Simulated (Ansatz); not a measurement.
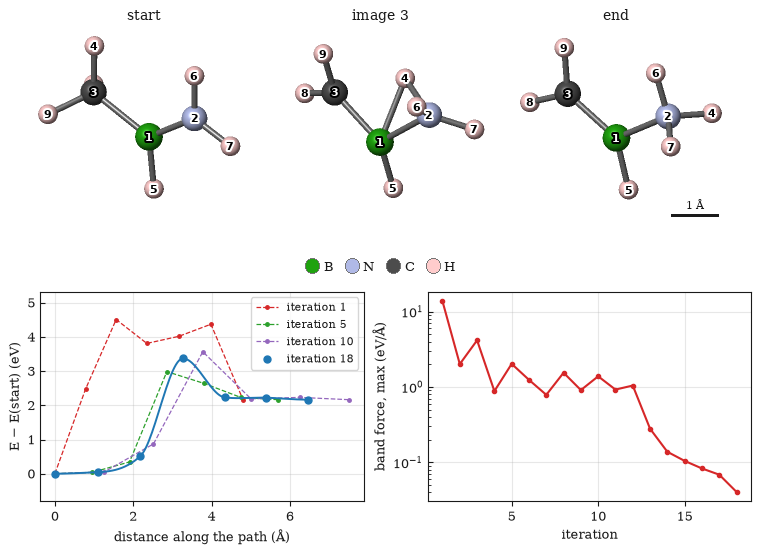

A search for the minimum-energy path of CH$_{6}$BN by the nudged elastic band. Images are numbered from 0 (start) to 6 (end). The plot follows the band through its iterations. The picture is a ball-and-stick view, seen at a tilt.

Computed with RKS B3LYP-D4/def2-SVPD (Ansatz 0.2.0). Run with 5 movable images; climbing image; force threshold 0.05 eV/Å; iteration limit 60; starting path through a guess of the saddle point.

Judge this run.

The result is final at these settings. The band converged in 18 iterations. The largest component of the band force went from 14 to 0.041 eV/Å. The climbing image converged on the top of the path. Its vibrational analysis gives one imaginary mode (1700i cm⁻¹), as a transition state must have. The first iteration put the highest image at 4.51 eV. The highest point, image 3, lies 3.37 eV above the start and 1.21 eV above the end; the end is at +2.16 eV relative to the start.
